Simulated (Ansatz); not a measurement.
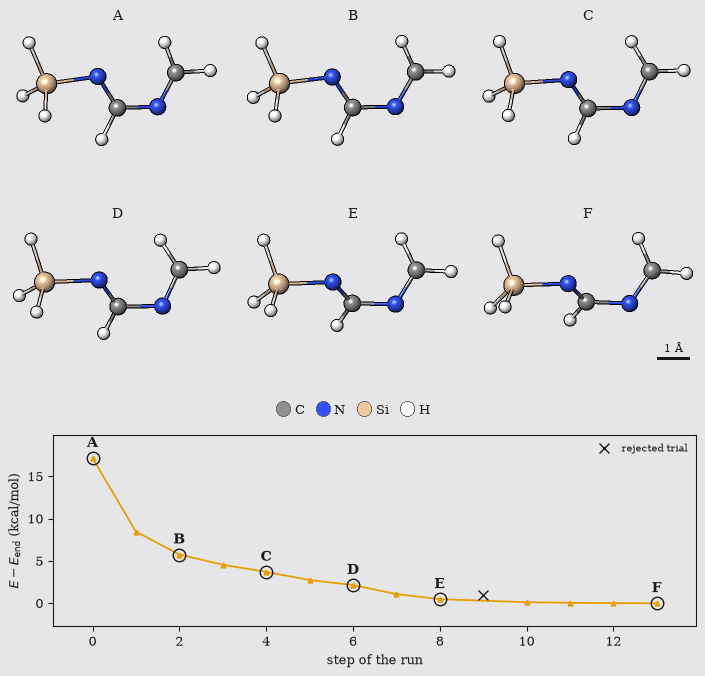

Frames of a relaxation of C2H6N2Si (coarse preliminary run), marked on the history of the run. A ball-and-stick model, seen at a tilt.

The start comes from a force field.

Level of theory: Ansatz 0.2.0, RKS PBE-D4/def2-SVP. Settings: force threshold 0.03 eV/Å; at most 200 steps.

What happens along the run?

Answer. Over 12 accepted moves (13 points after the start) the energy falls by 17.2 kcal/mol. Largest force component: 3.9 eV/Å at the start, 0.028 eV/Å at the end. The line search rejected the trial step at point 9 of the run. The largest move after the best rigid fit is that of an H atom, 1.03 Å. By element the largest moves are H 1.03 Å, N 0.42 Å, Si 0.24 Å, C 0.20 Å. Near-neighbour distances that change, for instance: H–Si 1.447 → 1.515 Å, N–Si 1.699 → 1.759 Å, C–N 1.343 → 1.393 Å, C–H 1.149 → 1.107 Å. Among the angles between lasting bonds that change: N–C–H 131.2° → 122.8°, H–C–H 110.9° → 117.8°, C–N–Si 116.9° → 123.6°. Groups turn about C–N by about 55°, N–Si by about 50°. The run took 15 s on 4 threads of Arm Neoverse V1, with other jobs on the host. From step 0 to 2: an H atom moves most (0.19 Å), energy −11.4 kcal/mol. From step 2 to 4: an H atom moves most (0.26 Å), energy −2.05 kcal/mol. From step 4 to 6: an H atom moves most (0.25 Å), energy −1.56 kcal/mol. From step 6 to 8: an H atom moves most (0.32 Å), energy −1.67 kcal/mol. From step 8 to 13: an H atom moves most (0.22 Å), energy −0.48 kcal/mol.
